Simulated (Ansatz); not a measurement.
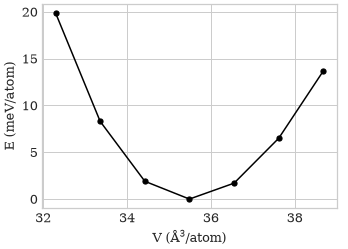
*CsCl (CsCl type, Pm-3m) under volume change, r²SCAN in the plane-wave PAW code Ansatz, scaled uniformly.*

### Question
What does a third-order Birch–Murnaghan fit give for V₀, B₀ and B′?

### Answer
V₀ = 35.49 Å³/atom, B₀ = 18.3 GPa, B′ = 5.2.

The cell was relaxed with r²SCAN under the symmetry of its start. Spin–orbit coupling is left out wherever it is not named.

Potentials: the later of the program's two PAW sets.
